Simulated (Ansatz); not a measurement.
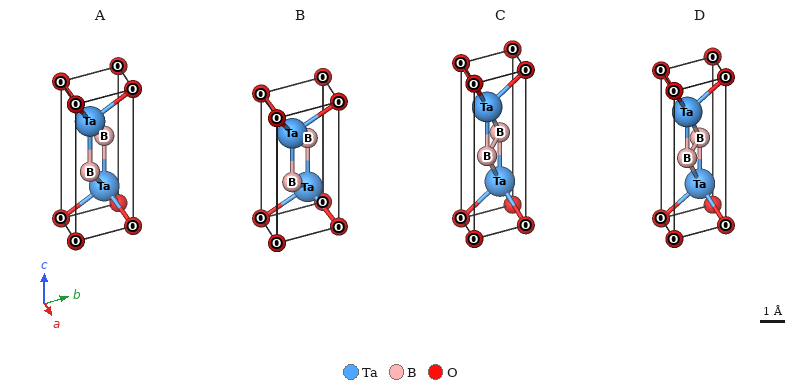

4 geometries from one relaxation of crystalline Ta2B2O (a generated structure, set up in P-3m1) (coarse preliminary run), in shuffled order. A ball-and-stick model of the cell of the calculation, seen from a free direction.

Computed with DFT PBE, scalar-relativistic, plane waves, PAW (Ansatz 0.2.0). Settings: plane-wave cutoff 420 eV; k-point mesh 6 × 6 × 4; occupations gaussian; smearing width 0.1 eV; no spin polarisation; cell and atoms relaxed; force threshold 0.04 eV/Å; at most 70 steps.

Put them in the order of the run, from the start to the converged end.

B, A, D, C. They are steps 0, 2, 4, 12, at +4.990 eV per cell of the calculation, +2.366 eV per cell of the calculation, +0.448 eV per cell of the calculation relative to the last. After 10 accepted moves (12 points after the start) the energy has fallen by 4.990 eV per cell of the calculation. The largest force component goes from 0.68 to 0.00073 eV/Å. The pressure goes from −3.25 to 0.02 GPa. The SCF was repeated twice at an unchanged geometry on a basis and grid sized afresh for the cell, which shifted the energy by 95.6 meV per cell of the calculation at most. The largest moves relative to the cell, 0.58 Å, are those of B atoms. Largest moves by element: B 0.58 Å, Ta 0.06 Å. O stays in place. Cell: a = b 3.547 → 2.952 Å (−16.8 %), c 5.673 → 7.053 Å (+24.3 %). Volume −13.9 %. Some distances before and after: B–B 2.469 → 1.793 Å, Ta–Ta 3.547 → 2.952 Å, Ta–Ta 3.328 → 3.581 Å, B–Ta 2.212 → 2.388 Å. Among the angles between lasting bonds that change: Ta–B–Ta 106.6° → 76.3°, Ta–B–Ta 112.2° → 134.5°, Ta–O–Ta 93.7° → 79.0°. The space group stays P-3m1 (No. 164).
